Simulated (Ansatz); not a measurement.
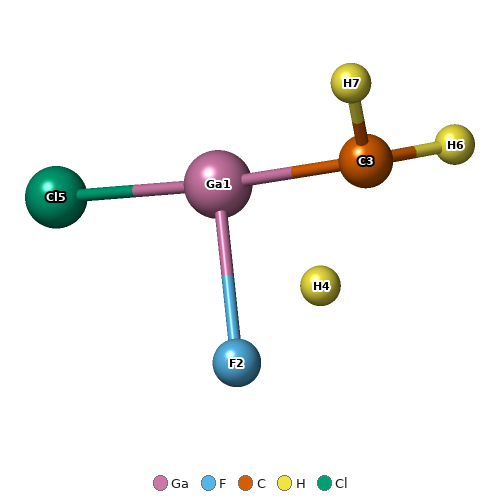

The system is the reacting system CH₃ClFGa (fragments CH₃ClFGa where the first distance is long, CH₂ClGa + FH where the second is long); the picture shows the reference structure. 
- The first coordinate is: distance F2–H4 (bond that forms); the second: distance Ga1–F2 (bond that breaks).
- Relaxed at each point: all other coordinates.
- Grid: 7 × 7 points.
- Points are written as (first, second).
- All energies are given in kJ/mol relative to the lowest grid point.
- The reference is spin-restricted, so regions where a bond is pulled apart into radicals lie too high.
- These are results of RKS r2SCAN-D4/def2-SVP in Ansatz, not measurements.

Its coordinates:

```xyz
7

Ga    0.5284    0.1755    0.8117
F    -0.8036   -1.4690    0.5836
C    -0.1866    0.3751   -0.9483
H    -0.7720   -0.7686   -0.4105
Cl    1.3992    0.0768    2.7412
H    -0.7601    1.3089   -1.0567
H     0.5946    0.3013   -1.7209
```

Range: distance F2–H4 (bond that forms) from 0.819 to 2.019 Å; distance Ga1–F2 (bond that breaks) from 1.638 to 3.438 Å.

Q: Predict the map.

A: The lowest grid point is at (2.019 Å, 1.830 Å). It lies at the edge of the scanned range, so the true minimum may lie outside. The highest grid point, (0.819 Å, 1.638 Å), lies 505 kJ/mol above the lowest.

| second ↓, first → | 0.819 | 0.947 | 1.123 | 1.324 | 1.542 | 1.774 | 2.019 |
| --- | --- | --- | --- | --- | --- | --- | --- |
| 3.438 | 335 | 279 | 303 | 343 | 375 | 398 | 406 |
| 3.071 | 330 | 273 | 291 | 323 | 341 | 348 | 350 |
| 2.722 | 325 | 266 | 273 | 284 | 282 | 277 | 273 |
| 2.395 | 320 | 259 | 245 | 229 | 206 | 188 | 175 |
| 2.094 | 328 | 260 | 216 | 169 | 124 | 92 | 70 |
| 1.830 | 397 | 299 | 221 | 142 | 77 | 31 | 0 |
| 1.638 | 505 | 406 | 300 | 196 | 115 | 59 | 21 |

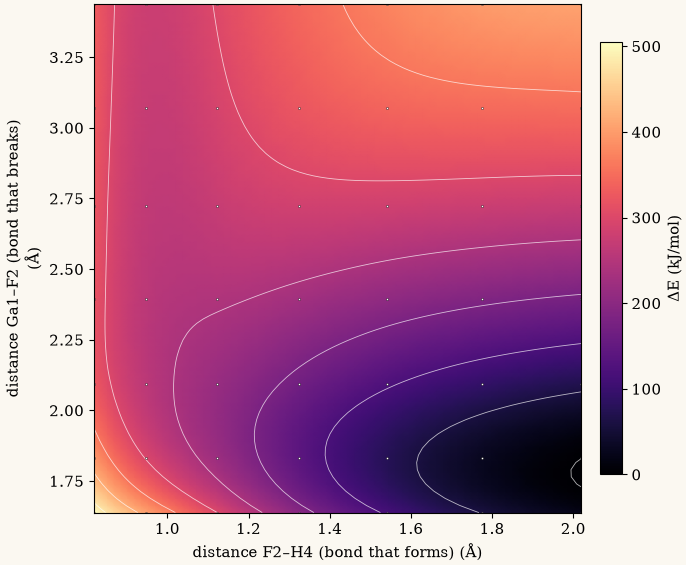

In the figure: a smooth colour map with a few white contour lines, dots at the grid points. Between grid points the surface is interpolated.

Each point was launched as `ansatz run input.yaml --threads 1 --pin off --max-ram 2560MiB --backend cpu --events-out ev --progress --plain --runs-dir out`. The whole map (49 points run) took 20 min on 1 thread of Arm Neoverse V1, with other jobs on the host.
